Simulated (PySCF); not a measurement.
# C2H4F2O: one change and its effect

System: C2H4F2O, SMILES OCC(F)F.
Method of the first run: GIAO KT2/pcSseg-1 NMR shielding, non-relativistic, gas phase (PySCF 2.14.0).

The geometry comes from this level: PBE0-D3(BJ)/def2-SVP. Text and figures count atoms from 1; the logs count them from 0 in places.

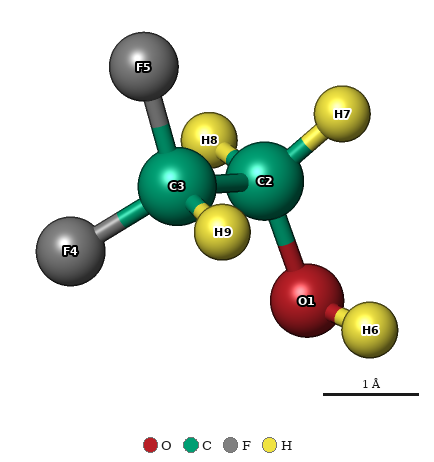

**Figure 1.** The structure as given in the input (ball-and-stick view, seen at a tilt; atoms are numbered from 1 in the order of the input). Bond lengths as drawn: C–C 1.51 Å, C–F 1.35 Å, C–H 1.10 to 1.11 Å, C–O 1.39 Å and H–O 0.96 Å.

**Input file, the first run**
```
{"job": {"xc": "KT2", "basis": "pcSseg-1", "kind": "nmr", "pop": false}, "charge": 0, "multiplicity": 1}
O      0.169195    -1.540673    -0.422898
C     -0.354863    -0.252388    -0.504082
C      0.133343     0.652395     0.608315
F     -0.276776     0.193545     1.805785
F     -0.385440     1.889361     0.429654
H      1.092517    -1.520404    -0.693729
H     -0.143552     0.250700    -1.466974
H     -1.449215    -0.325437    -0.403872
H      1.237065     0.738406     0.635102
```

The first line tells a small driver script what to run in PySCF; the rest is the geometry in Å.

Launched with:
```bash
OMP_NUM_THREADS=1 python <driver script> task.json out
```

Hardware: 1 CPU thread, shared host.

**Output (the first run)**
```
coarse grid: 7912 points
cycle   1  E = -358.1502693267  dE =  6.745e-01  |g| = 1.063e+00  |ddm| = 2.444e+00
cycle   2  E = -357.6740661870  dE =  4.762e-01  |g| = 1.970e+00  |ddm| = 2.090e+00
cycle   3  E = -358.3280200337  dE = -6.540e-01  |g| = 1.327e-01  |ddm| = 1.554e+00
cycle   4  E = -358.3309434498  dE = -2.923e-03  |g| = 7.717e-02  |ddm| = 1.550e-01
cycle   5  E = -358.3319943331  dE = -1.051e-03  |g| = 2.117e-02  |ddm| = 5.759e-02
cycle   6  E = -358.3320587212  dE = -6.439e-05  |g| = 7.120e-03  |ddm| = 1.620e-02
cycle   7  E = -358.3320680329  dE = -9.312e-06  |g| = 1.037e-03  |ddm| = 5.648e-03
final grid: 78320 points
cycle   8  E = -358.4581730517  dE = -1.208e-04  |g| = 3.468e-02  |ddm| = 4.216e-02
cycle   9  E = -358.4577643765  dE =  4.087e-04  |g| = 6.187e-02  |ddm| = 5.256e-02
cycle  10  E = -358.4583521102  dE = -5.877e-04  |g| = 8.849e-04  |ddm| = 3.505e-02
cycle  11  E = -358.4583522191  dE = -1.089e-07  |g| = 4.432e-04  |ddm| = 7.810e-04
cycle  12  E = -358.4583522522  dE = -3.308e-08  |g| = 9.315e-05  |ddm| = 3.471e-04
cycle  13  E = -358.4583522537  dE = -1.473e-09  |g| = 1.541e-05  |ddm| = 6.548e-05
cycle  14  E = -358.4583522537  dE = -5.070e-11  |g| = 6.627e-06  |ddm| = 1.761e-05
converged SCF energy = -358.4583522537

GIAO shielding tensors (ppm)
atom      isotropic    diamagn.    paramagn.     s11        s22        s33       span
  0 O      309.095     386.059     -76.965    272.126    293.287    361.871     89.745
  1 C      115.315     246.548    -131.233     89.673    108.236    148.035     58.362
  2 C       63.802     242.562    -178.760     47.644     69.229     74.534     26.890
  3 F      294.043     473.459    -179.416    206.387    318.136    357.606    151.218
  4 F      304.504     472.767    -168.264    207.453    321.251    384.806    177.353
  5 H       31.566      31.337       0.229     22.873     28.562     43.264     20.391
  6 H       27.469      29.525      -2.056     23.056     27.919     31.432      8.376
  7 H       27.606      28.330      -0.724     24.275     27.656     30.888      6.613
  8 H       25.535      28.788      -3.253     23.149     24.882     28.573      5.423
```

For the second run the input was changed thus:
```diff
-"xc": "KT2"
+"xc": "OPBE"
```

How does the second run compare with the first run?

The total energies belong to different methods, so their difference says nothing on which is more stable or more accurate. The HOMO goes from −6.84 to −6.59 eV. The LUMO goes from −0.01 to 0.22 eV. Of all shieldings, the largest change is that of F4, by +7.7 ppm. The functional changes from KT2 to OPBE. The number of SCF iterations is the same.

**Output (the second run)**
```
coarse grid: 7912 points
cycle   1  E = -353.1185678637  dE =  6.048e-01  |g| = 8.879e-01  |ddm| = 2.473e+00
cycle   2  E = -352.8123139422  dE =  3.063e-01  |g| = 1.606e+00  |ddm| = 1.706e+00
cycle   3  E = -353.2462995188  dE = -4.340e-01  |g| = 1.162e-01  |ddm| = 1.213e+00
cycle   4  E = -353.2487549171  dE = -2.455e-03  |g| = 5.685e-02  |ddm| = 1.270e-01
cycle   5  E = -353.2493405903  dE = -5.857e-04  |g| = 1.549e-02  |ddm| = 4.262e-02
cycle   6  E = -353.2493733892  dE = -3.280e-05  |g| = 6.022e-03  |ddm| = 1.214e-02
cycle   7  E = -353.2493797469  dE = -6.358e-06  |g| = 9.193e-04  |ddm| = 4.546e-03
final grid: 78320 points
cycle   8  E = -353.3093983920  dE = -9.538e-05  |g| = 2.577e-02  |ddm| = 4.223e-02
cycle   9  E = -353.3092118022  dE =  1.866e-04  |g| = 4.221e-02  |ddm| = 4.211e-02
cycle  10  E = -353.3094973059  dE = -2.855e-04  |g| = 3.136e-03  |ddm| = 2.791e-02
cycle  11  E = -353.3094991895  dE = -1.884e-06  |g| = 5.984e-04  |ddm| = 2.655e-03
cycle  12  E = -353.3094992388  dE = -4.935e-08  |g| = 2.686e-04  |ddm| = 4.754e-04
cycle  13  E = -353.3094992510  dE = -1.214e-08  |g| = 3.561e-05  |ddm| = 1.904e-04
cycle  14  E = -353.3094992512  dE = -2.111e-10  |g| = 1.165e-05  |ddm| = 3.009e-05
converged SCF energy = -353.3094992512

GIAO shielding tensors (ppm)
atom      isotropic    diamagn.    paramagn.     s11        s22        s33       span
  0 O      309.756     385.365     -75.609    275.858    292.652    360.758     84.900
  1 C      119.313     245.893    -126.580     93.873    112.470    151.596     57.723
  2 C       67.565     242.289    -174.724     49.991     73.711     78.993     29.002
  3 F      301.749     471.501    -169.752    218.870    322.380    363.997    145.127
  4 F      310.363     470.891    -160.528    218.711    326.502    385.877    167.166
  5 H       31.558      31.450       0.108     22.778     28.379     43.516     20.737
  6 H       27.546      29.366      -1.819     23.072     27.980     31.587      8.514
  7 H       27.636      28.199      -0.563     24.222     27.721     30.965      6.743
  8 H       25.539      28.611      -3.072     23.216     24.837     28.565      5.349
```

**The two runs side by side**

| quantity | the first run | the second run |
| --- | --- | --- |
| outcome | converged | converged |
| total energy (hartree) | −358.458352 | −353.309499 |
| HOMO (eV) | −6.84 | −6.59 |
| LUMO (eV) | −0.01 | 0.22 |
| dipole moment (D) | 2.51 | 2.49 |
| shielding of O1 (ppm) | 309.1 | 309.8 |
| shielding of C2 (ppm) | 115.3 | 119.3 |
| shielding of C3 (ppm) | 63.8 | 67.6 |
| shielding of F4 (ppm) | 294.0 | 301.7 |
| shielding of F5 (ppm) | 304.5 | 310.4 |
| shielding of H7 (ppm) | 27.5 | 27.5 |
| shielding of H8 (ppm) | 27.6 | 27.6 |
| SCF iterations | 14 | 14 |
| basis functions | 105 | 105 |
| wall time (shared host) | 7.7 s | 7.6 s |
